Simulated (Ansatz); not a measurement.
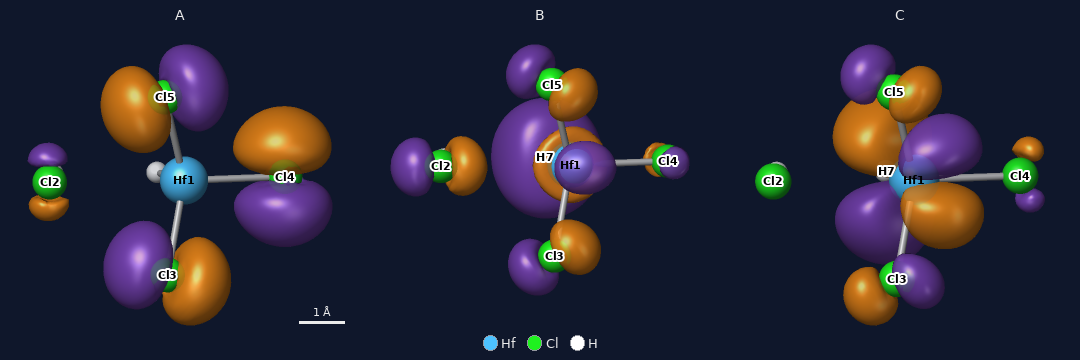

The picture shows: Cl₃HHf···HCl. Three frontier orbitals at ±0.1 Å⁻³ᐟ² (orange and purple are the two phases), in no order.

The product side of a reaction path; geometry: PBE0-D4/def2-TZVP; core potentials replace the inner electrons of Hf.

The calculation used RKS PBE0-D4/def2-TZVPP (Ansatz 0.2.0).

Input

```
crystal:
  periodic: [false, false, false]
  atoms:
    - {symbol: Hf, position_ang: [-0.464166, -0.471040, 0.369214]}
    - {symbol: Cl, position_ang: [0.919464, 1.275340, -1.653735]}
    - {symbol: Cl, position_ang: [-0.058669, -2.086911, -1.267208]}
    - {symbol: Cl, position_ang: [-1.064359, -1.645912, 2.271162]}
    - {symbol: Cl, position_ang: [-2.194397, 1.051551, -0.003031]}
    - {symbol: H, position_ang: [1.801822, 1.578062, -0.771692]}
    - {symbol: H, position_ang: [1.060304, 0.298811, 1.055190]}
basis:
  gaussian: {orbitals: def2-TZVPP}
hamiltonian: {xc: pbe0, dispersion: d4}
output: {orbitals: {seedname: orbitals}}
```

Run with:

```sh
ansatz run in.yaml --threads 8 --pin off --events-out ev --progress --plain --max-ram 19148MiB
```

Q: Which picture is the HOMO−1, the HOMO and the LUMO?

A: A is the HOMO−1 (−9.30 eV). It lies mainly on Cl4 (about 40 %), Cl3 (about 25 %) and Cl5 (about 25 %); largely a combination of lone pairs on Cl4, Cl3 and Cl5. B is the HOMO (−8.74 eV). It lies mainly on H7 (about 40 %), Hf1 (about 30 %), Cl2 (about 10 %), Cl3 (about 5 %) and Cl5 (about 5 %). C is the LUMO (−1.94 eV). Its weight (Hirshfeld) is mainly on Hf1 (about 70 %), Cl3 (about 10 %) and Cl5 (about 10 %).

Q: What is the HOMO–LUMO gap?

A: 6.80 eV between the orbital energies.
